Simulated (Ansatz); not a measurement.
V$_{3}$Si (A15, Cr3Si type)

```yaml
crystal:
  lattice:
    - [4.70139, 0.00000, 0.00000]
    - [0.00000, 4.70139, 0.00000]
    - [0.00000, 0.00000, 4.70139]
  atoms:
    - { symbol: V, position: [0.25000, 0.00000, 0.50000] }
    - { symbol: V, position: [0.75000, 0.00000, 0.50000] }
    - { symbol: V, position: [0.00000, 0.50000, 0.25000] }
    - { symbol: V, position: [0.00000, 0.50000, 0.75000] }
    - { symbol: V, position: [0.50000, 0.25000, 0.00000] }
    - { symbol: V, position: [0.50000, 0.75000, 0.00000] }
    - { symbol: Si, position: [0.00000, 0.00000, 0.00000] }
    - { symbol: Si, position: [0.50000, 0.50000, 0.50000] }
```

E(V) scan at fixed shape, V₀ the volume above. Symmetry pins the atoms to their sites.

The numbers are results of PBE (plane waves to 420 eV, PAW, scalar-relativistic; Ansatz, a first-principles code), not measurements. k mesh 10×10×10 (Γ-centred), Fermi-Dirac smearing 0.05 eV. E stands for the smeared free energy. Compression counts positive. Left out: 2 of 9 points, with atoms too close for the PAW data. The PAW data are Ansatz's earlier set. V3Si is run without spin polarisation. V3Si was relaxed with its symmetry unable to fall. The zero of ΔE is the relaxed starting cell.

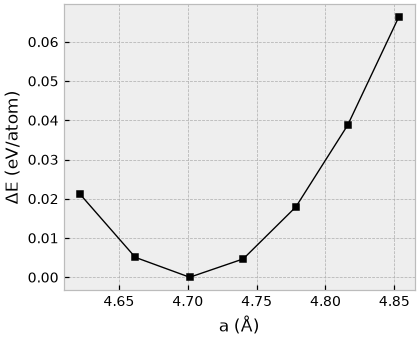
Fig. 1. ΔE (eV/atom) against a (Å); one marker a computed point.

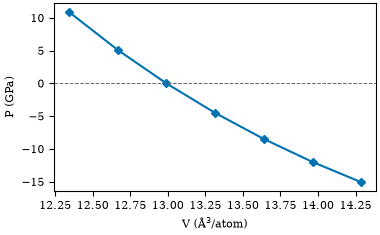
Fig. 1. P (GPa) against V (Å³/atom); markers are the computed points, lines only join them.

The energy cost of the largest expansion is 66 meV/atom, the pressure for 5 % compression (fit) is 10.9 GPa and the equilibrium volume of the fit is 12.99 Å³/atom. The pressure at the smallest volume is 10.9 GPa and the pressure derivative B₀′ (fit) comes out as 4.0.

P = (3B₀/2)(x⁷ − x⁵)[1 + ¾(B₀′ − 4)(x² − 1)] with x = (1/0.95)^(1/3), B₀ = 192 GPa and B₀′ = 4.04.

(Under strain, the slope of the energy per volume gives the stress and its curvature an elastic modulus.)
